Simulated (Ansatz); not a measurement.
**ZrNH3 (singlet): density functionals in def2-TZVPP**

Aim: run ZrNH3 (singlet) with a set of functionals in one basis and compare levels, spin and time.

Program: Ansatz 0.2.0, Gaussian basis. Level of theory: def2-TZVPP, all electrons in the functionals, frozen cores in the correlation of double hybrids and RPA. These are calculated values, not measurements.

To be run: PBE, r2SCAN, B97M-V, PBE0, B3LYP, wB97M-V, B2PLYP, RKS PBE0, RPA-PBE.

### 1 The geometry

The geometry is a PBE0/def2-TZVP stationary point (not a proven minimum). No spin-orbit coupling is included. Elements past krypton take def2 core potentials.

5 atoms, charge 0, spin multiplicity 1.

Atoms are counted from 1 here; the program's logs count them from 0.

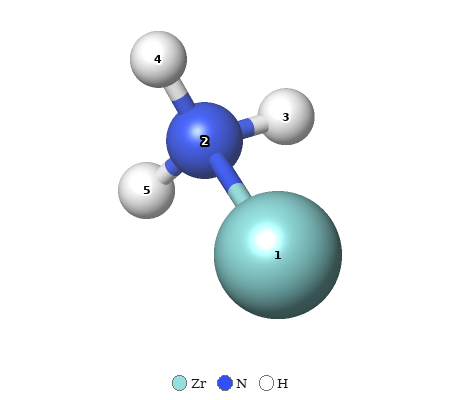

The structure; zirconium light teal, nitrogen blue, hydrogen white; atoms are numbered from 1 in the order of the file.

No dispersion term is added; B97M-V, wB97M-V hold VV10 nonlocal correlation. B3LYP takes the VWN-RPA correlation.

### 2 PBE (unrestricted)

File in.yaml:

```yaml
crystal:
  periodic: [false, false, false]
  atoms:
    - {symbol: Zr, position_ang: [0.000000, 0.000386, 0.362621]}
    - {symbol: N, position_ang: [-0.000001, 0.005526, -1.880403]}
    - {symbol: H, position_ang: [0.000095, -0.993912, -2.107000]}
    - {symbol: H, position_ang: [0.828533, 0.441180, -2.290710]}
    - {symbol: H, position_ang: [-0.828617, 0.441021, -2.290710]}
basis:
  gaussian: {orbitals: def2-TZVPP}
magnetization: {spin_polarized: true, initial_magnetization: 0}
hamiltonian: {xc: {name: PBE}}
output: {orbitals: {seedname: orbitals}}
```

Started as:

```bash
$ ansatz run in.yaml --threads 2 --pin off --events-out ev --progress --plain --max-ram 24576MiB --backend cuda --devices 0, --max-vram 18GiB
```

The program printed:

```text
Functional definition: PBE
  name "PBE"
  cite "Perdew, Burke & Ernzerhof, Phys. Rev. Lett. 77, 3865 (1996) doi:10.1103/PhysRevLett.77.3865"
  parent pbe
  parameter kappa = 0.804
  parameter beta = 0.06672455060314922
  exchange = pbe_x(kappa = kappa, mu = beta*pi^2/3)
  correlation = pbe_c(beta = beta)
644 factors; their error is unknown
mean field evaluation 1: about -2803.7709 eV, gradient 4.9e1 eV
mean field evaluation 2: about -2760.5481 eV, gradient 9.3e1 eV
mean field evaluation 4: about -2812.7543 eV, gradient 1.2e1 eV
mean field evaluation 8: about -2813.5630 eV, gradient 6.3e0 eV
mean field evaluation 16: about -2813.9714 eV, gradient 1.7e-1 eV
mean field evaluation 32: about -2814.7751 eV, gradient 3.5e-6 eV
mean field evaluation 64: about -2814.6280 eV, gradient 1.0e0 eV
mean field evaluation 96: about -2814.7573 eV, gradient 2.3e-3 eV
mean field evaluation 128: about -2814.7573 eV, gradient 1.3e-4 eV
mean field evaluation 160: about -2814.7780 eV, gradient 2.8e-1 eV
mean field evaluation 192: about -2814.6397 eV, gradient 3.5e-1 eV
mean field evaluation 224: about -2814.7264 eV, gradient 6.6e-1 eV
mean field evaluation 256: about -2814.7269 eV, gradient 1.8e0 eV
mean field evaluation 288: about -2814.2682 eV, gradient 2.3e0 eV
mean field evaluation 320: about -2814.6894 eV, gradient 8.2e-1 eV
mean field -2814.78334495 eV, -103.4413799984 hartree, gradient 7.2e-6 eV, S^2 1.228444; 20 other end points of the search recorded, 0 dependent functions left out
reference -2814.78338808 eV, -103.4413815833 hartree; 11, 11 occupied and 118, 118 virtual orbitals, 644 factors
Total energy: -2814.78338808 eV, -103.4413815833 hartree
```

It took 25 s on 1 × H100 (card shared with other runs) with 2 threads of AMD EPYC 7R13, shared host; peak host memory 0.85 GiB.

From the report: ⟨S²⟩ of the determinant 1.228 (pure singlet: 0.00). The determinant is far from a pure spin state, so its energy mixes those of several spin states (harmless only where they are near-degenerate, as at dissociation).

### 3 r2SCAN (unrestricted)

in.yaml, as its differences from that of step 2:

```diff
@@ -11,3 +11,2 @@
 magnetization: {spin_polarized: true, initial_magnetization: 0}
-hamiltonian: {xc: {name: PBE}}
-output: {orbitals: {seedname: orbitals}}
+hamiltonian: {xc: {name: r2SCAN}}
```

Launched as before.

The program printed, cut to the lines that bear on the results:

```text
Functional definition: r2SCAN
  name "r2SCAN"
  cite "Furness, Kaplan, Ning, Perdew & Sun, J. Phys. Chem. Lett. 11, 8208 (2020) doi:10.1021/acs.jpclett.0c02405"
  cite "Furness, Kaplan, Ning, Perdew & Sun, J. Phys. Chem. Lett. 11, 9248 (2020) doi:10.1021/acs.jpclett.0c03077"
  parent r2scan
[...]
644 factors; their error is unknown
[...]
mean field -2816.12060780 eV, -103.4905235015 hartree, gradient 6.0e-6 eV, S^2 1.417986; 18 other end points of the search recorded, 0 dependent functions left out
reference -2816.12063824 eV, -103.4905246203 hartree; 11, 11 occupied and 118, 118 virtual orbitals, 644 factors
Total energy: -2816.12063824 eV, -103.4905246203 hartree
```

Wall time 51 s (1 × H100 (card shared with other runs) with 2 threads of AMD EPYC 7R13, shared host); peak host memory 0.87 GiB.

From the report: ⟨S²⟩ of the determinant 1.418 (pure singlet: 0.00). The determinant is far from a pure spin state, so its energy mixes those of several spin states (harmless only where they are near-degenerate, as at dissociation).

### 4 B97M-V (unrestricted)

in.yaml, as its differences from that of step 3:

```diff
@@ -11,2 +11,2 @@
 magnetization: {spin_polarized: true, initial_magnetization: 0}
-hamiltonian: {xc: {name: r2SCAN}}
+hamiltonian: {xc: {name: B97M-V}}
```

The command is unchanged.

The program printed, cut to the lines that bear on the results:

```text
Functional definition: B97M-V
  name "B97M-V"
  cite "Mardirossian & Head-Gordon, J. Chem. Phys. 142, 074111 (2015) doi:10.1063/1.4907719"
  cite "Becke, J. Chem. Phys. 107, 8554 (1997) doi:10.1063/1.475007"
  cite "Vydrov & Van Voorhis, J. Chem. Phys. 133, 244103 (2010) doi:10.1063/1.3521275"
  # Of w^i u^j: cxij and so on, Table III.
[...]
  gx(w, u) = cx00 + cx01*u + cx02*u^2 + (cx10 + cx11*u)*w
  gss(w, u) = css00 + css02*u^2 + css10*w + (css32*w^3 + css42*w^4)*u^2
  gos(w, u) = cos00 + cos01*u + cos03*u^3 + cos10*w + cos32*w^3*u^2
[...]
      + integral(e_c_pw_mod_opposite_spin*gos(b97_w_opposite, b97_u_opposite)) + vv10(b, c)
644 factors; their error is unknown
[...]
mean field -2816.36247605 eV, -103.4994119958 hartree, gradient 7.4e-6 eV, S^2 1.117434; 4 other end points of the search recorded, 0 dependent functions left out
reference -2816.36253847 eV, -103.4994142896 hartree; 11, 11 occupied and 118, 118 virtual orbitals, 644 factors
Total energy: -2816.36253847 eV, -103.4994142896 hartree
```

Run time: 23 s. Hardware: 1 × H100 (card shared with other runs) with 2 threads of AMD EPYC 7R13, shared host; peak host memory 0.95 GiB.

From the report: ⟨S²⟩ of the determinant 1.117 (pure singlet: 0.00). The determinant is far from a pure spin state, so its energy mixes those of several spin states (harmless only where they are near-degenerate, as at dissociation).

### 5 PBE0 (unrestricted)

in.yaml, as its differences from that of step 4:

```diff
@@ -11,2 +11,3 @@
 magnetization: {spin_polarized: true, initial_magnetization: 0}
-hamiltonian: {xc: {name: B97M-V}}
+hamiltonian: {xc: {name: PBE0}}
+output: {orbitals: {seedname: orbitals}}
```

Launched as before.

The program printed, cut to the lines that bear on the results:

```text
Functional definition: PBE0
  name "PBE0"
  cite "Adamo & Barone, J. Chem. Phys. 110, 6158 (1999) doi:10.1063/1.478522"
  cite "Perdew, Burke & Ernzerhof, Phys. Rev. Lett. 77, 3865 (1996) doi:10.1103/PhysRevLett.77.3865"
  parent pbe
[...]
722 factors; their error is unknown
[...]
mean field -2814.29587432 eV, -103.4234657831 hartree, gradient 9.5e-6 eV, S^2 1.195370; 9 other end points of the search recorded, 0 dependent functions left out
reference -2814.29590675 eV, -103.4234669749 hartree; 11, 11 occupied and 118, 118 virtual orbitals, 722 factors
Total energy: -2814.29590675 eV, -103.4234669749 hartree
```

Wall time 28 s (1 × H100 (card shared with other runs) with 2 threads of AMD EPYC 7R13, shared host); peak host memory 0.84 GiB.

From the report: ⟨S²⟩ of the determinant 1.195 (pure singlet: 0.00). The determinant is far from a pure spin state, so its energy mixes those of several spin states (harmless only where they are near-degenerate, as at dissociation).

### 6 B3LYP (unrestricted)

in.yaml, as its differences from that of step 5:

```diff
@@ -11,3 +11,2 @@
 magnetization: {spin_polarized: true, initial_magnetization: 0}
-hamiltonian: {xc: {name: PBE0}}
-output: {orbitals: {seedname: orbitals}}
+hamiltonian: {xc: {name: B3LYP}}
```

Same command.

The program printed, cut to the lines that bear on the results:

```text
Functional definition: B3LYP
  name "B3LYP"
  cite "Stephens, Devlin, Chabalowski & Frisch, J. Phys. Chem. 98, 11623 (1994) doi:10.1021/j100096a001"
  cite "Becke, Phys. Rev. A 38, 3098 (1988) doi:10.1103/PhysRevA.38.3098"
  cite "Lee, Yang & Parr, Phys. Rev. B 37, 785 (1988) doi:10.1103/PhysRevB.37.785"
  cite "Vosko, Wilk & Nusair, Can. J. Phys. 58, 1200 (1980) doi:10.1139/p80-159"
[...]
678 factors; their error is unknown
[...]
mean field -2817.12220585 eV, -103.5273315508 hartree, gradient 8.4e-6 eV, S^2 1.046450; 15 other end points of the search recorded, 0 dependent functions left out
reference -2817.12242031 eV, -103.5273394324 hartree; 11, 11 occupied and 118, 118 virtual orbitals, 678 factors
Total energy: -2817.12242031 eV, -103.5273394324 hartree
```

Wall time 52 s (1 × H100 (card shared with other runs) with 2 threads of AMD EPYC 7R13, shared host); peak host memory 0.84 GiB.

From the report: ⟨S²⟩ of the determinant 1.046 (pure singlet: 0.00). The determinant is far from a pure spin state, so its energy mixes those of several spin states (harmless only where they are near-degenerate, as at dissociation).

### 7 wB97M-V (unrestricted)

in.yaml, as its differences from that of step 6:

```diff
@@ -11,2 +11,3 @@
 magnetization: {spin_polarized: true, initial_magnetization: 0}
-hamiltonian: {xc: {name: B3LYP}}
+hamiltonian: {xc: {name: wB97M-V}}
+output: {orbitals: {seedname: orbitals}}
```

The command is unchanged.

The program printed, cut to the lines that bear on the results:

```text
Functional definition: wB97M-V
  name "wB97M-V"
  cite "Mardirossian & Head-Gordon, J. Chem. Phys. 144, 214110 (2016) doi:10.1063/1.4952647"
  cite "Becke, J. Chem. Phys. 107, 8554 (1997) doi:10.1063/1.475007"
  cite "Vydrov & Van Voorhis, J. Chem. Phys. 133, 244103 (2010) doi:10.1063/1.3521275"
  # Of w^i u^j: cxij and so on, Table III.
[...]
  gx(w, u) = 1 - cx + cx01*u + cx10*w
  gss(w, u) = css00 + css04*u^4 + css10*w + css20*w^2 + css43*w^4*u^3
  gos(w, u) = cos00 + cos10*w + (cos20 + cos21*u)*w^2 + (cos60 + cos61*u)*w^6
[...]
      + integral(e_c_pw_mod_opposite_spin*gos(b97_w_opposite, b97_u_opposite)) + vv10(b, c)
662 factors; their error is unknown
181 factors; integrals over basis functions are off by at most 8.3e-5 eV
[...]
mean field -2813.31026849 eV, -103.3872454370 hartree, gradient 9.3e-6 eV, S^2 1.003842; 9 other end points of the search recorded, 0 dependent functions left out
reference -2813.31031758 eV, -103.3872472410 hartree; 11, 11 occupied and 118, 118 virtual orbitals, 662 factors
Total energy: -2813.31031758 eV, -103.3872472410 hartree
```

Run time: 37 s. Hardware: 1 × H100 (card shared with other runs) with 2 threads of AMD EPYC 7R13, shared host; peak host memory 0.98 GiB.

From the report: ⟨S²⟩ of the determinant 1.004 (pure singlet: 0.00). The determinant is far from a pure spin state, so its energy mixes those of several spin states (harmless only where they are near-degenerate, as at dissociation).

### 8 B2PLYP (unrestricted)

in.yaml, as its differences from that of step 7:

```diff
@@ -11,3 +11,3 @@
 magnetization: {spin_polarized: true, initial_magnetization: 0}
-hamiltonian: {xc: {name: wB97M-V}}
-output: {orbitals: {seedname: orbitals}}
+hamiltonian: {xc: {name: B2PLYP}}
+correlation: {electrons: outside_noble_gas}
```

The command is unchanged.

The program printed, cut to the lines that bear on the results:

```text
Functional definition: B2PLYP
  name "B2PLYP"
  cite "Grimme, J. Chem. Phys. 124, 034108 (2006) doi:10.1063/1.2148954"
  cite "Becke, Phys. Rev. A 38, 3098 (1988) doi:10.1103/PhysRevA.38.3098"
  cite "Lee, Yang & Parr, Phys. Rev. B 37, 785 (1988) doi:10.1103/PhysRevB.37.785"
[...]
788 factors; integrals over basis functions are off by at most 9.0e-4 eV
[...]
mean field -2808.21281096 eV, -103.1999173279 hartree, gradient 2.4e-6 eV, S^2 1.057531; 9 other end points of the search recorded, 0 dependent functions left out
5 core orbitals not correlated: weight in the atoms' cores, before any rotation towards them, 0.995 or more for the frozen orbitals, at most 0.008 for the correlated occupied ones
reference -2808.21294419 eV, -103.1999222238 hartree; 6, 6 occupied and 118, 118 virtual orbitals, 788 factors
second order -10.01359859 eV of doubles, -0.00000000 eV of singles
Total energy: -2810.91661581 eV, -103.2992803232 hartree
```

Run time: 43 s. Hardware: 1 × H100 (card shared with other runs) with 2 threads of AMD EPYC 7R13, shared host; peak host memory 0.84 GiB.

From the report: ⟨S²⟩ of the determinant 1.058 (pure singlet: 0.00). The determinant is far from a pure spin state, so its energy mixes those of several spin states (harmless only where they are near-degenerate, as at dissociation).

### 9 PBE0 (restricted)

in.yaml, as its differences from that of step 8:

```diff
@@ -10,4 +10,2 @@
   gaussian: {orbitals: def2-TZVPP}
-magnetization: {spin_polarized: true, initial_magnetization: 0}
-hamiltonian: {xc: {name: B2PLYP}}
-correlation: {electrons: outside_noble_gas}
+hamiltonian: {xc: {name: PBE0}}
```

Same command.

The program printed:

```text
Functional definition: PBE0
  name "PBE0"
  cite "Adamo & Barone, J. Chem. Phys. 110, 6158 (1999) doi:10.1063/1.478522"
  cite "Perdew, Burke & Ernzerhof, Phys. Rev. Lett. 77, 3865 (1996) doi:10.1103/PhysRevLett.77.3865"
  parent pbe
  parameter a = 0.25
  parameter kappa = 0.804
  parameter beta = 0.06672455060314922
  exchange = (1 - a)*pbe_x(kappa = kappa, mu = beta*pi^2/3) + a*exact_x
  correlation = pbe_c(beta = beta)
722 factors; their error is unknown
mean field evaluation 1: about -2807.5518 eV, gradient 5.4e1 eV
mean field evaluation 2: about -2801.2264 eV, gradient 7.4e1 eV
mean field evaluation 4: about -2813.2843 eV, gradient 2.9e0 eV
mean field evaluation 8: about -2813.3267 eV, gradient 3.3e-1 eV
mean field evaluation 16: about -2813.4517 eV, gradient 8.5e-3 eV
mean field evaluation 32: about -2813.4514 eV, gradient 8.8e-6 eV
mean field -2813.45137415 eV, -103.3924309742 hartree, gradient 8.8e-6 eV, S^2 0.000000; 4 other end points of the search recorded, 0 dependent functions left out
reference -2813.45140620 eV, -103.3924321522 hartree; 11, 11 occupied and 118, 118 virtual orbitals, 722 factors
Total energy: -2813.45140620 eV, -103.3924321522 hartree
```

It took 5 s on 1 × H100 (card shared with other runs) with 2 threads of AMD EPYC 7R13, shared host; peak host memory 0.8 GiB.

### 10 RPA-PBE

in.yaml, as its differences from that of step 9:

```diff
@@ -10,2 +10,4 @@
   gaussian: {orbitals: def2-TZVPP}
-hamiltonian: {xc: {name: PBE0}}
+magnetization: {spin_polarized: true, initial_magnetization: 0}
+hamiltonian: {xc: {name: PBE}}
+correlation: {method: rpa, electrons: outside_noble_gas}
```

Same command.

The program printed, cut to the lines that bear on the results:

```text
Functional definition: PBE
  name "PBE"
  cite "Perdew, Burke & Ernzerhof, Phys. Rev. Lett. 77, 3865 (1996) doi:10.1103/PhysRevLett.77.3865"
  parent pbe
[...]
788 factors; integrals over basis functions are off by at most 9.0e-4 eV
[...]
mean field -2814.78332053 eV, -103.4413791008 hartree, gradient 2.6e-6 eV, S^2 1.228430; 22 other end points of the search recorded, 0 dependent functions left out
5 core orbitals not correlated: weight in the atoms' cores, before any rotation towards them, 0.997 or more for the frozen orbitals, at most 0.004 for the correlated occupied ones
reference -2792.75078626 eV, -102.6316984007 hartree; 6, 6 occupied and 118, 118 virtual orbitals, 788 factors
Total energy: -2807.37834411 eV, -103.1692512365 hartree
```

Run time: 22 s. Hardware: 1 × H100 (card shared with other runs) with 2 threads of AMD EPYC 7R13, shared host; peak host memory 0.93 GiB.

From the report: ⟨S²⟩ of the determinant 1.228 (pure singlet: 0.00). The determinant is far from a pure spin state, so its energy mixes those of several spin states (harmless only where they are near-degenerate, as at dissociation).

### 11 Side by side

```
functional  energy (eV)   ⟨S²⟩  time
       PBE   -2814.7834  1.228  25 s
    r2SCAN   -2816.1206  1.418  51 s
    B97M-V   -2816.3625  1.117  23 s
      PBE0   -2814.2959  1.195  28 s
     B3LYP   -2817.1224  1.046  52 s
   wB97M-V   -2813.3103  1.004  37 s
    B2PLYP   -2810.9166  1.058  43 s
  RKS PBE0   -2813.4514  0.000   5 s
   RPA-PBE   -2807.3783  1.228  22 s
```

Orbital levels of the runs that wrote orbitals: PBE HOMO -2.73, LUMO -2.02 eV; PBE0 HOMO -3.76, LUMO -0.94 eV; wB97M-V HOMO -5.49, LUMO 0.37 eV.

### 12 Summary of results

```
                quantity                     value
spread of total energies                    9.7 eV
       quickest, slowest  RKS PBE0 5 s, B3LYP 52 s
```

Total energies of different functionals can't be ranked; only differences within one functional count.
